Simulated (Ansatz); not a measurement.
**A hypothetical structure for Mg6CrFe**

Starting from a made-up structure for Mg6CrFe, the aim is the relaxed cell, its shortest contacts and, where a second run follows, its electronic structure.

Program: Ansatz 0.2.0. Level of theory: DFT, PBEsol, plane-wave PAW, files of the set soft_1, scalar-relativistic, ferromagnetic start, cell and ions relaxed at zero pressure; PAW set soft_1. Results are calculated unless marked as measured.

### Step 1. Set-up

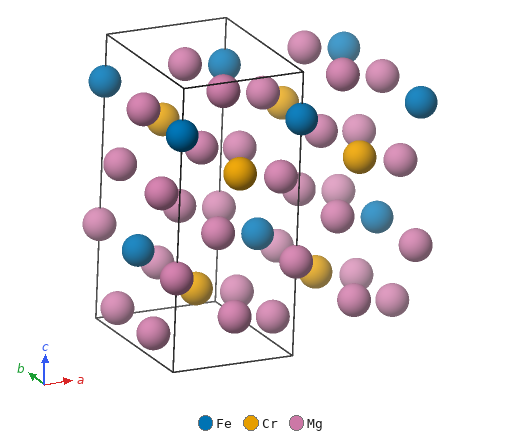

The cell as given, slightly off an axis (iron blue, chromium orange, magnesium pink). 2×1×1 cells are drawn. This picture shows the conventional cell, with its axes. Some periodic images of atoms are drawn too.

### Step 2. Relaxing cell and atoms

The guess takes its coordinates from another compound and its volume from a rule, so the cell and any free coordinates are relaxed together.

input.yaml reads:

```yaml
crystal:
  lattice:
    - [4.773, 0.0, 0.0]
    - [0.0, 3.028, 5.373]
    - [0.0, -3.028, 5.373]
  atoms:
    - { symbol: Fe, position: [0.0, 0.8341, 0.8341], spin: 3.0 }
    - { symbol: Cr, position: [0.5, 0.6704, 0.6704], spin: 3.0 }
    - { symbol: Mg, position: [0.5, 0.1667, 0.1667] }
    - { symbol: Mg, position: [0.5, 0.6625, 0.1647] }
    - { symbol: Mg, position: [0.5, 0.1647, 0.6625] }
    - { symbol: Mg, position: [0.0, 0.3311, 0.3311] }
    - { symbol: Mg, position: [0.0, 0.819, 0.3538] }
    - { symbol: Mg, position: [0.0, 0.3538, 0.819] }
magnetization:
  spin_polarized: true
kpoints:
  mp_grid: { grid: [6, 5, 5] }
scf:
  occupations: { method: fermi_dirac, width: 0.05 }
hamiltonian:
  xc: pbesol
  pseudopotentials: { kind: paw, azcp: { folder: soft_1 }, xc_functional: pbe }
relax:
  f_tol: 0.015
  max_steps: 70
  cell: {}
output:
  forces: true
  stress: true
```

Launch:

```sh
> ansatz run input.yaml --threads 4 --pin off --max-ram 10240MiB --backend cpu --events-out ev --progress --plain --runs-dir out
```

Numbers of over 12 decimals in the logs are rounded to 6 here.

The program printed:

```text
Engine: ansatz 0.2.0, x86_64-unknown-linux-gnu
Pseudopotentials: kind: paw
Pseudopotential: Fe, paw, valence charge 16, recommended cutoff 420 eV (normal), soft_1/Fe.paw.azcp
Pseudopotential: Cr, paw, valence charge 14, recommended cutoff 420 eV (normal), soft_1/Cr.paw.azcp
Pseudopotential: Mg, paw, valence charge 10, recommended cutoff 420 eV (normal), soft_1/Mg.paw.azcp
Functional definition: PBEsol
  exchange = pbesol_x
  correlation = pbesol_c
Crystal: 8 atoms, lattice volume = 155.308 Å³
Basis set: ecut = 420 eV, 2993 PW (Γ), exchange–correlation on 64×90×90 points (8 copies of the dense FFT grid, shifted against one another)
Bands: 58, of which v1, the nominal top of the filled ones, is band 45 counted from 1 (44 counted from 0)
Symmetry: 4 space group operations
Space group: Amm2 (ITA 38), of the structure as read, at distance tolerance 5.4e-5 Å
Magnetic group: BNS 38.187 (UNI 285), of the structure as read, at distance tolerance 5.4e-5 Å
k-points: 36 of 150 (time reversal used)
Non-local potential: Fe, projectors of the file, l = 0: 3, l = 1: 2, l = 2: 3, l = 3: 1
Non-local potential: Cr, projectors of the file, l = 0: 3, l = 1: 2, l = 2: 3, l = 3: 1
Non-local potential: Mg, projectors of the file, l = 0: 3, l = 1: 2, l = 2: 1
PAW form: soft (Blöchl's): semilocal exchange-correlation on the pseudo side does not see the compensation charge
PAW frozen core: Fe, regenerated for the run's functional, and the local potential with it (the file was generated under x = pbe(κ = 0.804, μ = 0.219515), c = pbe(β = 0.066725))
PAW frozen core: Cr, regenerated for the run's functional, and the local potential with it (the file was generated under x = pbe(κ = 0.804, μ = 0.219515), c = pbe(β = 0.066725))
PAW frozen core: Mg, regenerated for the run's functional, and the local potential with it (the file was generated under x = pbe(κ = 0.804, μ = 0.219515), c = pbe(β = 0.066725))
PAW one-centre angular grid: Fe, 590 points (default); XC on 64 Gauss nodes
PAW one-centre angular grid: Cr, 590 points (default); XC on 64 Gauss nodes
PAW one-centre angular grid: Mg, 110 points (default); XC on 64 Gauss nodes
Initial density: superposition of atomic densities (chi_scale 0.1, normalization cell, long waves kept (reshape's long-wave potential 0.01 eV rms))
Starting moments: Σ|m| = 6 μB on 2 of 8 sites
Initial wavefunctions: pseudopotential atomic-orbital guess
Functional: x = pbesol(κ = 0.804, μ = 0.123457), c = pbesol(β = 0.046)
SCF iter   1: F=—  HF=-19268.328611 eV  |F-HF|=—  |Δ(HF+E_count)|=         —  Δρ=3.76e-2 (↑2.68e-2 ↓3.76e-2)  dr2=6.89e0  dr2_m=7.20e-2  M=5.979 μB ∫|m|=6.554 μB  β_m=0.30  ethr=3.10e-3  ⟨swp⟩=7.6  Hψ=16274  notcnv=0  defer=12
Mixer restart at iter 1: flushing history
preconditioner: auto → Kerker (q_TF=auto, 2.491 Å⁻¹)  [metal: Δε(μ)=0.003 eV  Ē_g=4.936 eV  σ=0.050 eV  W_gap=0.01  n_scr=44 (ndim 8)  ℏωp=15.2 eV  f_vac=0.000  D(μ)=7.07/eV (n_scr^D=58)]
spin=Collinear: Kerker preconditioning applied to the charge; magnetization (m = ρ↑ − ρ↓) channel mixes plain (no charge-response kernel on spin).
SCF iter   2: F=—  HF=-19267.131043 eV  |F-HF|=—  |Δ(HF+E_count)|=    1.20e0  Δρ=1.70e-2 (↑9.73e-3 ↓1.70e-2)  dr2=9.95e-1  dr2_m=1.24e-1  M=5.985 μB ∫|m|=6.656 μB  β_m=0.35  ethr=3.10e-3  ⟨swp⟩=2.1  Hψ=8204  notcnv=0  defer=232
SCF iter   3: F=—  HF=-19267.121541 eV  |F-HF|=—  |Δ(HF+E_count)|=   9.50e-3  Δρ=1.04e-2 (↑9.18e-3 ↓1.04e-2)  dr2=3.57e-1  dr2_m=8.74e-2  M=6.021 μB ∫|m|=6.757 μB  β_m=0.58  ethr=1.11e-3  ⟨swp⟩=2.0  Hψ=5514  notcnv=0  defer=231
SCF iter   4: F=—  HF=-19267.360852 eV  |F-HF|=—  |Δ(HF+E_count)|=   2.39e-1  Δρ=1.05e-2 (↑5.70e-3 ↓1.05e-2)  dr2=3.27e-1  dr2_m=4.99e-2  M=6.054 μB ∫|m|=6.899 μB  β_m=0.79  ethr=3.96e-4  ⟨swp⟩=2.0  Hψ=5598  notcnv=0  defer=231
SCF iter   5: F=—  HF=-19267.507528 eV  |F-HF|=—  |Δ(HF+E_count)|=   1.47e-1  Δρ=1.05e-2 (↑1.05e-2 ↓4.21e-3)  dr2=1.56e-1  dr2_m=5.89e-2  M=6.160 μB ∫|m|=7.040 μB  β_m=0.71  ethr=3.64e-4  ⟨swp⟩=3.0  Hψ=7608  notcnv=0  defer=231
SCF iter   6: F=—  HF=-19267.508378 eV  |F-HF|=—  |Δ(HF+E_count)|=         —  Δρ=5.04e-3 (↑3.15e-3 ↓5.04e-3)  dr2=7.60e-2  dr2_m=4.92e-3  M=6.340 μB ∫|m|=7.203 μB  β_m=0.78  ethr=1.73e-4  ⟨swp⟩=3.0  Hψ=8705  notcnv=0  defer=245
Mixer restart at iter 6: flushing history
SCF iter   7: F=—  HF=-19267.538888 eV  |F-HF|=—  |Δ(HF+E_count)|=   3.05e-2  Δρ=4.18e-3 (↑4.18e-3 ↓1.50e-3)  dr2=2.88e-2  dr2_m=3.20e-3  M=6.366 μB ∫|m|=7.221 μB  β_m=0.66  ethr=8.44e-5  ⟨swp⟩=2.1  Hψ=8124  notcnv=0  defer=245
SCF iter   8: F=—  HF=-19267.522660 eV  |F-HF|=—  |Δ(HF+E_count)|=   1.62e-2  Δρ=3.07e-3 (↑9.66e-4 ↓3.07e-3)  dr2=2.66e-2  dr2_m=2.09e-3  M=6.399 μB ∫|m|=7.254 μB  β_m=0.71  ethr=3.20e-5  ⟨swp⟩=2.0  Hψ=8679  notcnv=0  defer=253
SCF iter   9: F=—  HF=-19267.522713 eV  |F-HF|=—  |Δ(HF+E_count)|=   5.24e-5  Δρ=2.88e-4 (↑2.48e-4 ↓2.88e-4)  dr2=2.81e-4  dr2_m=7.12e-5  M=6.398 μB ∫|m|=7.251 μB  β_m=0.68  ethr=2.95e-5  ⟨swp⟩=2.0  Hψ=5508  notcnv=0  defer=253
SCF iter  10: F=—  HF=-19267.522684 eV  |F-HF|=—  |Δ(HF+E_count)|=   2.88e-5  Δρ=2.44e-4 (↑1.53e-4 ↓2.44e-4)  dr2=1.06e-4  dr2_m=4.25e-5  M=6.399 μB ∫|m|=7.252 μB  β_m=0.84  ethr=3.12e-7  ⟨swp⟩=2.0  Hψ=6088  notcnv=0  defer=253
[...]
SCF iter  26: F=—  HF=-19267.579531 eV  |F-HF|=—  |Δ(HF+E_count)|=   1.73e-8  Δρ=6.73e-6 (↑6.73e-6 ↓1.83e-6)  dr2=1.64e-7  dr2_m=8.95e-9  M=1.231 μB ∫|m|=7.363 μB  β_m=1.00  ethr=9.62e-11  ⟨swp⟩=2.0  Hψ=6707  notcnv=0  defer=249
SCF iter  27: F=-19267.579530 eV  HF=-19267.579531 eV  |F-HF|=7.85e-8  |Δ(HF+E_count)|=   7.87e-9  Δρ=5.11e-6 (↑5.11e-6 ↓1.25e-6)  dr2=8.04e-8  dr2_m=5.82e-9  M=1.231 μB ∫|m|=7.362 μB  ethr=9.62e-11  ⟨swp⟩=2.0  Hψ=12129  notcnv=0
SCF 1 converged in 27 iterations: F = -19267.579530 eV  dr2 = 8.04e-8
  greatest PAW one-centre occupation: 1.001 electrons in one spin orbital (limit 2), on the Fe atom at site 0 (counted from 0), in its partial waves of l = 1
relax step   1: F+E_penalty+E_count = -19267.57953049 eV  Δ(F+E_penalty+E_count) = +0.000e0 eV  max|allowed force component| = 7.387e-1 eV/Å  Δτ_max = 0.0000 Å  P = -0.842 GPa  Ω = 155.308 Å³  (27 SCF iters, dr2 threshold 1.00e-7 eV, accepted)
[...]
relax step   2: F+E_penalty+E_count = -19267.77272111 eV  Δ(F+E_penalty+E_count) = -1.932e-1 eV  max|allowed force component| = 4.548e-1 eV/Å  Δτ_max = 0.1948 Å  P = +0.216 GPa  Ω = 151.018 Å³  energy of the carried Pulay correction = +4.635e-4 eV  (13 SCF iters, dr2 threshold 8.00e-7 eV, accepted)
[...]
relax step   3: F+E_penalty+E_count = -19267.83452851 eV  Δ(F+E_penalty+E_count) = -6.181e-2 eV  max|allowed force component| = 5.463e-2 eV/Å  Δτ_max = 0.0652 Å  P = -0.289 GPa  Ω = 152.380 Å³  energy of the carried Pulay correction = +3.149e-4 eV  (11 SCF iters, dr2 threshold 8.00e-7 eV, accepted)
[...]
relax step   4: F+E_penalty+E_count = -19267.83880478 eV  Δ(F+E_penalty+E_count) = -4.276e-3 eV  max|allowed force component| = 1.788e-2 eV/Å  Δτ_max = 0.0165 Å  P = -0.063 GPa  Ω = 151.582 Å³  energy of the carried Pulay correction = +4.019e-4 eV  (9 SCF iters, dr2 threshold 8.00e-7 eV, accepted)
[...]
relax step   5: F+E_penalty+E_count = -19267.83911148 eV  Δ(F+E_penalty+E_count) = -3.067e-4 eV  max|allowed force component| = 5.037e-3 eV/Å  Δτ_max = 0.0039 Å  P = +0.004 GPa  Ω = 151.341 Å³  energy of the carried Pulay correction = +4.282e-4 eV  (9 SCF iters, dr2 threshold 4.31e-8 eV, accepted)
[...]
relax step   6: F+E_penalty+E_count = -19267.83865132 eV  Δ(F+E_penalty+E_count) = +4.602e-4 eV  max|allowed force component| = 5.053e-3 eV/Å  Δτ_max = 0.0000 Å  P = +0.006 GPa  Ω = 151.341 Å³  stress off target by 2.75e-2 GPa  SCF on the basis re-selected at this cell (its energy is not comparable with the rows above)  (12 SCF iters)
basis re-selected at this cell: Δ(F+E_penalty+E_count) = +4.602e-4 eV, ΔP = +0.002 GPa vs the last step (what re-selecting the basis moved, of the pressure what is left beyond the Pulay correction that the steps carried, after the strain that the cell walked since its last selection, with what the two solves' SCF thresholds leave and, on support functions, any second-order correction that the steps lacked; it is no m [...]
SCF converged after 12 iterations
Magnetization: 0.9110 μB (45.4555 up, 44.5445 down)
Absolute magnetization: 6.8667 μB (∫|ρ↑−ρ↓|, with the PAW one-centre terms)
Spin contamination: 2.8168 ħ² per cell (⟨S²⟩ above its minimum at these occupations)
Per-site moments (μB) at R_I (Å): [(-2.636653, 1.109784), (3.203379, 1.109784), (-0.048742, 1.207744), (-0.0078105, 1.177034), (-0.0078105, 1.177034), (0.029789, 1.207744), (0.0035937, 1.164793), (0.0035937, 1.164793)]
Free energy (F): -19267.838651 eV
Harris-Foulkes:  -19267.838651 eV  (|F-HF|=3.64e-12)
Internal energy: -19267.798429 eV  (E = F + TS)
E sigma→0 (E₀):  -19267.818540 eV
Entropy (-TS):   -0.040222 eV (-5.028 meV/atom)
Fermi energy:    7.913350 eV
--- Per-component energies (eV) ---
  E_band       = -2658.499209
  E_kinetic    = 1044.868488
  E_local      = -14584.152115  (includes V_loc(G=0)·N_el)
  E_nonlocal   = 1519.015494
  E_hartree    = 5350.180983
  E_xc         = -377.017666
  E_vxc        = -485.708779  (∫ρ·V_xc dr)
  E_paw        = -4284.822945  (= ΣΔE_a)
  E_vpaw       = -852.883194  (= ΣTr[D̂ρ^β])
  E_aug_tail   = -0.001008  (compensation charges beyond the density's cutoff)
  E_ewald      = -7936.562034
  E_core_change = 0.692376  (= ΣΔE_core)
  E_smearing   = -0.040222  (= −TS)
  E_closure    = 0.000000  (closes the sum)
  Σ components = -19267.838651   (vs F -19267.838651, Δ=0.00e0)
--- Forces (eV/Å), atoms counted from 1 ---
  atom   1  Fe     0.00000000    -0.00000000    -0.00505312
  atom   2  Cr     0.00000000     0.00000000     0.00387661
  atom   3  Mg     0.00000000     0.00000000    -0.00098229
  atom   4  Mg     0.00000000     0.00107614     0.00093398
  atom   5  Mg    -0.00000000    -0.00107614     0.00093398
  atom   6  Mg    -0.00000000    -0.00000000     0.00076073
  atom   7  Mg     0.00000000    -0.00190633    -0.00023504
  atom   8  Mg    -0.00000000     0.00190633    -0.00023504
  max |Σ_I F_I| component: 1.90e-7 eV/Å
--- Stress (GPa, compression-positive) ---
        0.027538      -0.000000      -0.000000
       -0.000000      -0.006142      -0.000000
       -0.000000      -0.000000      -0.002703
  P = ⅓ Tr σ = 0.0062 GPa (0.062 kbar)
--- Relaxed structure (5 steps of the walk, 5 accepted, 1 SCFs on fresh bases) ---
  F+E_penalty+E_count = -19267.83865132 eV   max|allowed force component| = 5.053e-3 eV/Å   (the final SCF, on the basis selected at the relaxed cell)
  cell:  # Å, volume = 151.3411 Å³
    - [4.738795, 4.787449438535728e-18, 2.0176168632816916e-18]
    - [5.308412383469246e-18, 2.973287, 5.370590]
    - [-7.6592111742586545e-19, -2.973287, 5.370590]
  atoms:
    - { symbol: Fe, position: [3.197826713478599e-18, 0.808513, 0.808513] }
    - { symbol: Cr, position: [0.5, 0.689865, 0.689865] }
    - { symbol: Mg, position: [0.5, 0.169556, 0.169556] }
    - { symbol: Mg, position: [0.5, 0.679350, 0.160186] }
    - { symbol: Mg, position: [0.5, 0.160186, 0.679350] }
    - { symbol: Mg, position: [1.7675613103163923e-19, 0.329686, 0.329686] }
    - { symbol: Mg, position: [-2.3668348310654408e-19, 0.825325, 0.339820] }
    - { symbol: Mg, position: [1.19342442453254e-18, 0.339820, 0.825325] }
```

Wall time 75 s (4 threads of INTEL XEON PLATINUM 8581C at 2.30GHz (Emerald Rapids), shared host); peak memory 1 GiB.

The steps of the relaxation:

```tsv
step	energy less that of the first step (eV)	largest force component (eV/Å)	pressure (GPa)	volume (Å³)
1	0.0000	0.7387	-0.84	155.31
2	-0.1932	0.4548	0.22	151.02
3	-0.2550	0.0546	-0.29	152.38
4	-0.2593	0.0179	-0.06	151.58
5	-0.2596	0.0050	0.00	151.34
6*	-0.2591	0.0051	0.01	151.34
```

Relaxation steps marked * repeat the geometry before them on a plane-wave basis chosen anew for their cell, so energy and pressure can jump there.

The run keeps the 4 symmetry operations that it works with, so distortions that break them were not tested.

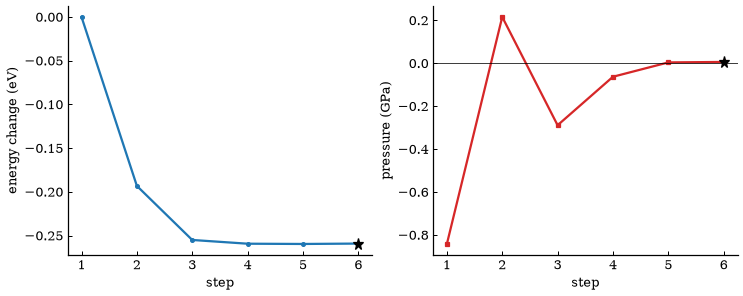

Energy and pressure along the relaxation. Stars mark steps on a basis chosen anew.

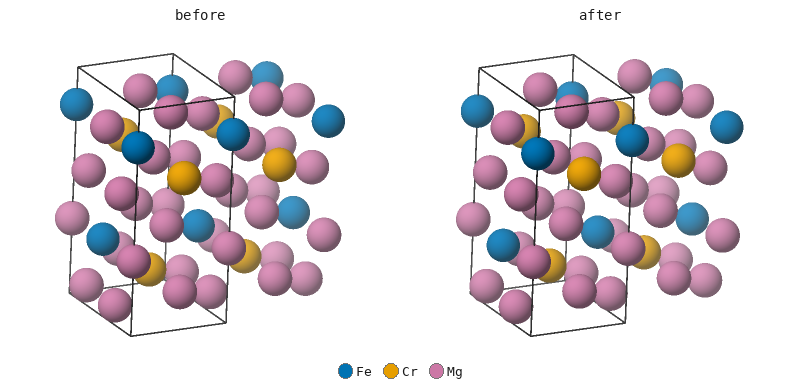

Before and after, at one scale.

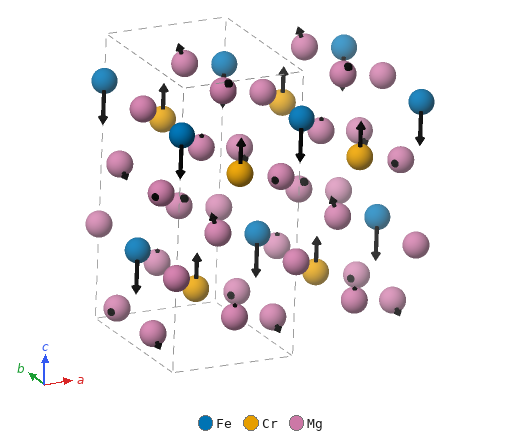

Displacements in the relaxation, exaggerated, measured against the changing cell; the longest in the cell stands for 0.27 Å. 2×1×1 conventional cells are drawn. Some periodic images of atoms are drawn too.

```tsv
conventional cell, symmetrised	before	after	change
a (Å)	4.773	4.739	-0.7 %
b (Å)	6.056	5.947	-1.8 %
c (Å)	10.746	10.741	-0.0 %
volume (Å³/atom)	19.41	18.92	-2.6 %
```

The atoms that moved most (Å, as changes of fractional coordinates times the final cell):

```tsv
atom	dx	dy	dz	length
Fe1	0.000	0.000	-0.275	0.275
Cr2	0.000	0.000	0.209	0.209
Mg4	0.000	0.064	0.066	0.092
Mg5	0.000	-0.064	0.066	0.092
Mg8	0.000	-0.060	-0.041	0.073
Mg7	0.000	0.060	-0.041	0.073
Mg3	0.000	0.000	0.031	0.031
Mg6	0.000	0.000	-0.015	0.015
```

Final coordinates:

```xyz
8
Lattice="4.7388 0.0000 0.0000 0.0000 2.9733 5.3706 0.0000 -2.9733 5.3706" Properties=species:S:1:pos:R:3 pbc="T T T"
Fe    0.0000    0.0000    8.6844
Cr    2.3694    0.0000    7.4100
Mg    2.3694    0.0000    1.8212
Mg    2.3694    1.5436    4.5088
Mg    2.3694   -1.5436    4.5088
Mg    0.0000    0.0000    3.5412
Mg    0.0000    1.4435    6.2575
Mg    0.0000   -1.4435    6.2575
```

This step gave:

```yaml
free_energy: -19267.8387 eV
energy_at_zero_smearing: -19267.8185 eV
smearing_term_ts: 0.04022 eV
fermi_energy: 7.913 eV
magnetization: 0.9110 μB
absolute_magnetization: 6.867 μB
site_moments: -2.637, 3.203, -0.04874, -0.007811, -0.007811, 0.02979, 0.003594, 0.003594 μB
electrons: 90
symmetry_operations: 4
pressure: 0.006231 GPa
```

Site moment by atom:

```tsv
atom	site moment (μB)
Fe1	-2.64
Cr2	3.20
Mg3	-0.05
Mg4	-0.01
Mg5	-0.01
Mg6	0.03
Mg7	0.00
Mg8	0.00
```

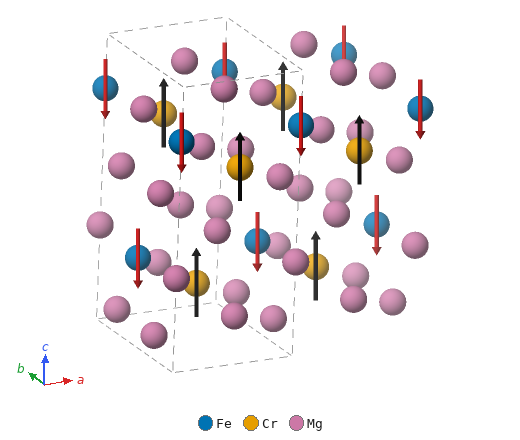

Site moment as arrows, the longest 3.20 μB. Up and down stand for the sign. Arrows give size and sign along the axis of quantisation, drawn up and down the page. The two directions have two colours. 2×1×1 conventional cells are drawn. Some periodic images of atoms are drawn too.

Shortest distances by pair of elements, guess and relaxed (not always the same contact):

```tsv
pair	guess (Å)	relaxed (Å)
Cr–Fe	2.965	2.690
Fe–Mg	2.956	2.824
Cr–Mg	2.915	2.853
Mg–Mg	2.817	2.859
Fe–Fe	4.773	4.739
```

The relaxation ends with a largest force component of 0.0051 eV/Å and a pressure of 0.01 GPa.

### Step 3. Outcome

```yaml
space_group_relaxed: Amm2
conventional_cell: a = 4.739, b = 5.947, c = 10.741 Å; α = 90.0°, β = 90.0°, γ = 90.0°
volume_per_atom: 18.92 Å³ (guess 19.41)
total_moment: 0.91 μB in the cell of 8 atoms
```

In words: Mg6CrFe relaxes to Amm2 with a = 4.739, b = 5.947 and c = 10.741 Å. The guessed volume was 3 % too large. The space group Amm2 was held in the relaxation, so the end point is a stationary structure within it and may be a saddle against distortions or other arrangements. The input starts from parallel moments, and no other start was typed; the run left that order, and the end state is ferrimagnetic. Mesh and cutoff weren't tested. No dispersion term is used, so weakly bound directions may come out too long. Nothing here tests whether the compound is stable against decomposition.

[Logs are printed without paths, hosts, clocks, repeated set-up lines and the standing remarks that a program may print on its own settings, such as how far it seeks lower states.]

[Hosts, paths, dates, database ids (printed as entryN), source tags and the programs' standing remarks are cut or masked in the printed files.]
